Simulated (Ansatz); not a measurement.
H3NSi3

```
atom    x (Å)    y (Å)    z (Å)
   N   2.3608   2.0140  -0.7263
  Si   0.7844  -0.5287  -1.1508
  Si   2.7885   0.7133  -1.7644
  Si   2.0633   3.2786   0.2036
   H   0.6021  -1.8636  -1.8050
   H  -0.4117   0.3132  -1.4792
   H   0.7959  -0.7401   0.3333
```

Geometry: B3LYP-D3(BJ)/def2-SVP.

Level of theory: Ansatz 0.2.0, isolated molecule in a Gaussian basis; Kohn-Sham density functional theory, functional PBE0.

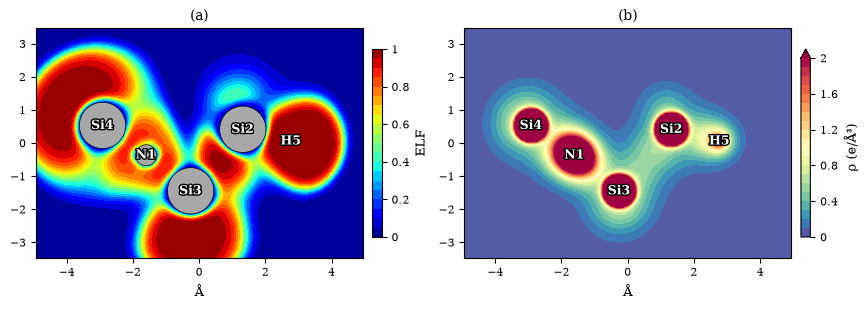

Figure 1. (a) electron localisation function; (b) electron density on the plane of atoms Si3, Si2 and H5. Grey discs cover the atomic cores in the ELF map.

Question: Read the bonding off the picture.

Answer:
- The plane passes through N, Si and H nuclei.
- Si–N (1.60 Å): ρ is about 1.3 e/Å³ halfway; the ELF peaks at about 0.85 between the atoms (a polar covalent bond).
- Si–Si (2.44 Å): ρ at the midpoint is about 0.56 e/Å³; the ELF peaks at about 1 between the atoms, as expected for a shared electron pair.
- Si–H (1.50 Å): ρ is about 0.79 e/Å³ halfway; the ELF climbs to about 1 towards the hydrogen, as it does in any bond to H.
- Si–N (1.72 Å): ρ at the midpoint is about 1.1 e/Å³; the ELF peaks at about 0.90 between the atoms: a polar covalent bond.
- The ELF also peaks beside Si3 and Si4, away from the bonds: lone-pair regions.

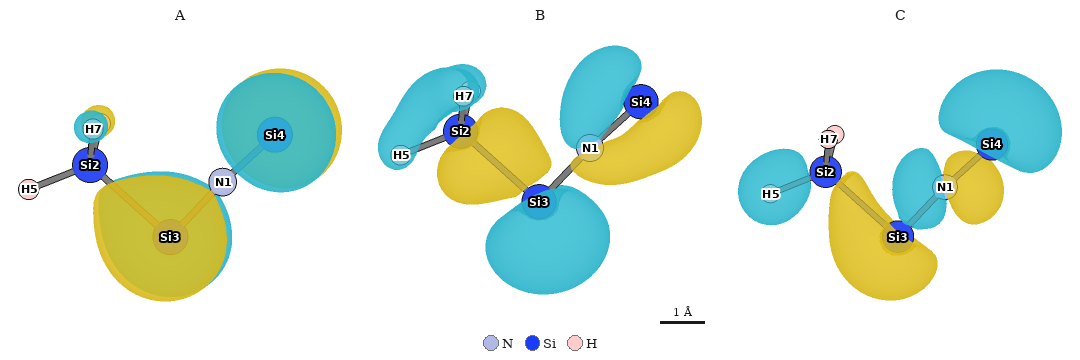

Figure 2. Three frontier orbitals at ±0.08 Å⁻³ᐟ² (yellow and cyan are the two phases), in no order.

Question: Which picture is the HOMO−1, the HOMO and the LUMO?

Answer: C is the HOMO−1 (−8.40 eV). It lies mainly on Si4 (about 40 %), N1 (about 25 %), Si3 (about 25 %) and Si2 (about 10 %). B is the HOMO (−5.77 eV). It lies mainly on Si3 (about 50 %), Si2 (about 20 %), Si4 (about 15 %) and N1 (about 10 %). A is the LUMO (−2.94 eV). By Hirshfeld shares it lies mainly on Si3 (about 45 %) and Si4 (about 40 %).

Question: What is the HOMO–LUMO gap?

Answer: 2.83 eV between the orbital energies.
